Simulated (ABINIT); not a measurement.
# Convergence study of the plane-wave cutoff for Fe (Im-3m, 1 atom in the cell)

```
CELL_PARAMETERS angstrom
     -1.43070     1.43070     1.43070
      1.43070    -1.43070     1.43070
      1.43070     1.43070    -1.43070
ATOMIC_POSITIONS crystal
  Fe 0.00000 0.00000 0.00000
```
Moments meant for the start (each program seeds them in its own way; μB, in the order of the atoms Fe): 2.5.

Computed with PBE, norm-conserving pseudopotentials (PseudoDojo nc-sr-05 PBE standard) (plane waves; ABINIT).

Base settings: pseudos = [Fe.upf]; ecut = 90 Ry; nsppol = 2; occopt = 7; tsmear = 0.1 eV; ngkpt = 6 6 6; nshiftk = 1; shiftk = 0 0 0; potentials = PseudoDojo nc-sr-05 PBE standard; nband = 15.

The second cell is the first with its lattice scaled by 0.98.

The mesh stays at the base's, so the ladder's end is converged at best in this setting alone.

Only quantities that move along the ladder and can be compared are tabulated.

The count of work is k-points × plane waves × bands × iterations; it is no time. 

The starting cell has typed, rounded lattice constants, without a prior relaxation at this level. Its lattice was rescaled by up to half a per cent. With one magnetic atom in the cell only a parallel order is possible. In the base run, with a pressure of about -7 GPa the cell is away from its equilibrium volume at this level. Without a gap this mesh is coarse (it stands for a supercell whose shortest vector is 15 Å).

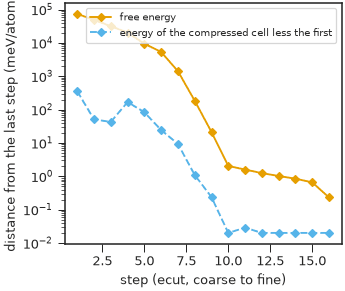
*Distance from the last step along the ladder; very small values are drawn at a floor.*

| ecut | free energy less the last step's (meV/atom) | energy of the compressed cell less the first (meV/atom) | pressure (GPa) | net moment (μB/atom) | count of work / last |
|---|---|---|---|---|---|
| 32 Ry | 74064.31 | -354.70 | -2152.69 | 2.292 | 0.058 |
| 36 Ry | 49031.65 | 50.39 | -1707.66 | 2.008 | 0.075 |
| 40 Ry | 31723.90 | 42.34 | -1318.93 | 2.164 | 0.12 |
| 44 Ry | 20326.66 | -168.14 | -997.43 | 2.251 | 0.094 |
| 50 Ry | 9452.32 | 82.95 | -599.63 | 2.238 | 0.11 |
| 54 Ry | 5334.31 | -24.65 | -402.12 | 2.222 | 0.11 |
| 62 Ry | 1418.68 | -9.71 | -153.53 | 2.230 | 0.15 |
| 72 Ry | 183.81 | 0.73 | -35.00 | 2.225 | 0.18 |
| 80 Ry | 21.23 | -0.12 | -11.00 | 2.224 | 0.23 |
| 90 Ry | 2.04 | -0.34 | -6.53 | 2.224 | 0.27 |
| 100 Ry | 1.59 | -0.33 | -6.45 | 2.224 | 0.32 |
| 108 Ry | 1.25 | -0.34 | -6.44 | 2.224 | 0.35 |
| 122 Ry | 1.02 | -0.34 | -6.42 | 2.224 | 0.42 |
| 136 Ry | 0.85 | -0.35 | -6.42 | 2.224 | 0.50 |
| 158 Ry | 0.66 | -0.35 | -6.43 | 2.224 | 0.63 |
| 180 Ry | 0.23 | -0.36 | -6.43 | 2.224 | 0.76 |
| 216 Ry | 0.00 | -0.36 | -6.43 | 2.224 | 1.0 |

Coarsest ecut that holds the net moment within 0.02 μB/atom of the last step, with all finer ones: 50 Ry, at 0.11 of the last step's count of work; the step before is off by 0.027 μB/atom.

Coarsest ecut that holds the pressure within 0.05 GPa of the last step, with all finer ones: 100 Ry, at 0.32 of the last step's count of work; the step before is off by 0.10 GPa.

Coarsest ecut that holds the energy of the compressed cell less the first within 0.5 meV/atom of the last step, with all finer ones: 80 Ry, at 0.23 of the last step's count of work; the step before is off by 1.1 meV/atom.

The energy difference between the two cells stays within 1 meV/atom of the last step's from 80 Ry on, the total only from 136 Ry on: much of the error is common to both cells and cancels.

At the lowest cutoff the pressure lies 2150 GPa under the last step's, the usual sign of Pulay stress in an incomplete plane-wave basis.
